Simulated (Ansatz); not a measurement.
# C3H11BSi: what the fields show

```xyz
16

B     0.1031    1.0813   -1.8579
Si    0.6159   -0.2646   -0.4330
C     2.3299    0.1757    0.3526
C    -0.7331   -0.2332    0.9735
C    -2.1412   -0.6387    0.4964
H     0.0955    2.2589   -1.5837
H    -0.2236    0.7823   -2.9805
H     0.6841   -1.6950   -0.9587
H     2.3079    1.1962    0.7703
H     3.1382    0.1208   -0.3947
H     2.5596   -0.5344    1.1651
H    -0.3829   -0.9155    1.7718
H    -0.7450    0.7844    1.4079
H    -2.8620   -0.6579    1.3339
H    -2.1369   -1.6435    0.0384
H    -2.5319    0.0665   -0.2592
```

Computed with RKS PBE-D4/6-31G (Ansatz).

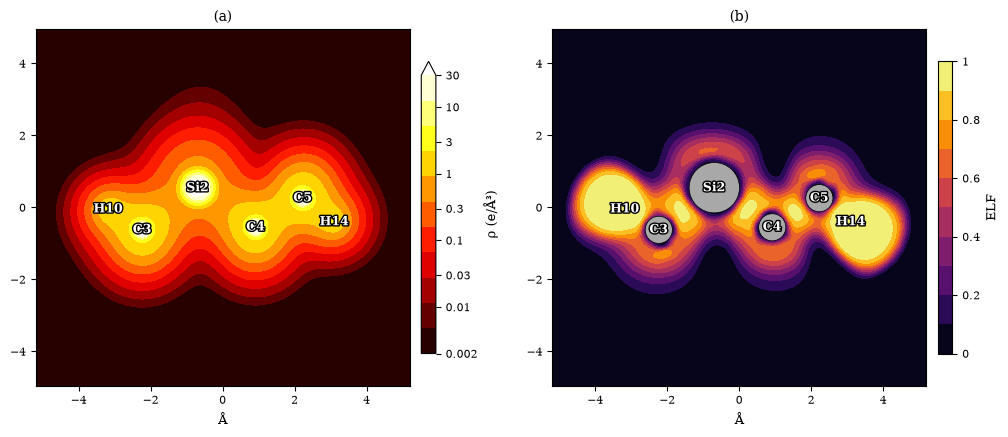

Figure 1. (a) electron density; (b) electron localisation function on the plane of atoms C3, Si2 and C4. Grey discs cover the atomic cores in the ELF map.

Read the bonding off the picture.

- Atoms in the plane: Si, C and H.
- C–C (1.54 Å): ρ at the midpoint is about 1.5 e/Å³; the ELF peaks at about 0.95 between the atoms: a covalent bond.
- C–Si (1.94 Å): the density is about 0.76 e/Å³ at the midpoint; the ELF peaks at about 0.95 between the atoms (a covalent bond).
- C–H (1.10 Å): ρ at the midpoint is about 1.8 e/Å³; the ELF climbs to about 1 towards the hydrogen, as it does in any bond to H; an ordinary covalent bond to hydrogen.

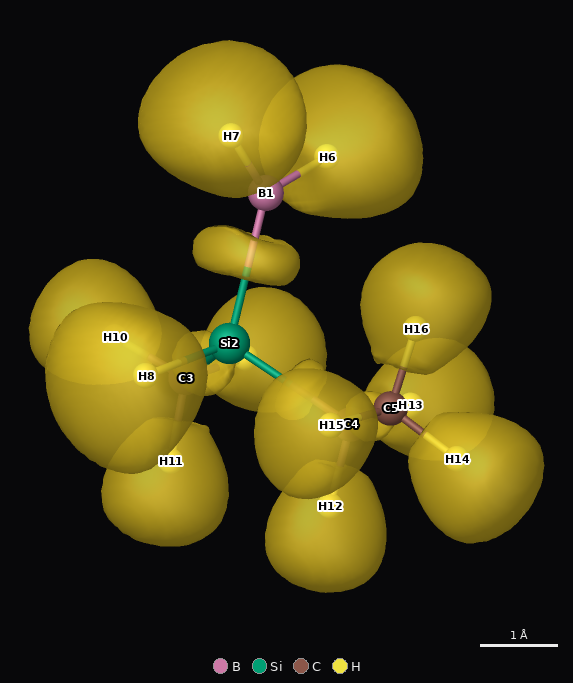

Figure 2. Isosurface of the electron localisation function at 0.85 (yellow), seen at an oblique angle. Only the valence region is drawn (cores and ρ < 0.01 e/Å³ removed).

Where are the electrons localised?

The ELF exceeds this value in one region between bonded B–Si atoms (shared pairs), one region between bonded C–C atoms (shared pairs), two regions between bonded C–Si atoms (shared pairs) and eleven regions around hydrogen nuclei.

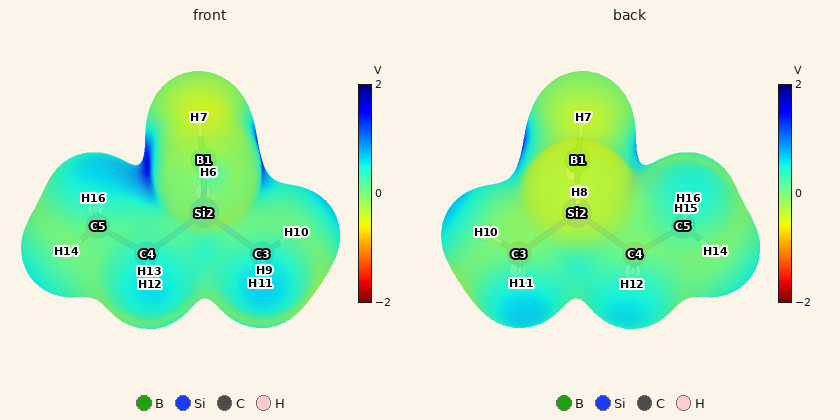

Figure 3. The molecular electrostatic potential painted on the density surface at 0.002 e/bohr³, seen from the front and from behind; the colour scale runs from red (negative) to blue (positive).

Which sites attract a positive test charge, and which a negative one?

A positive charge is drawn to the negative regions and a negative charge to the positive ones. The most negative region (about −0.4 V) lies over H8, the most positive (about +1.5 V) over B1.
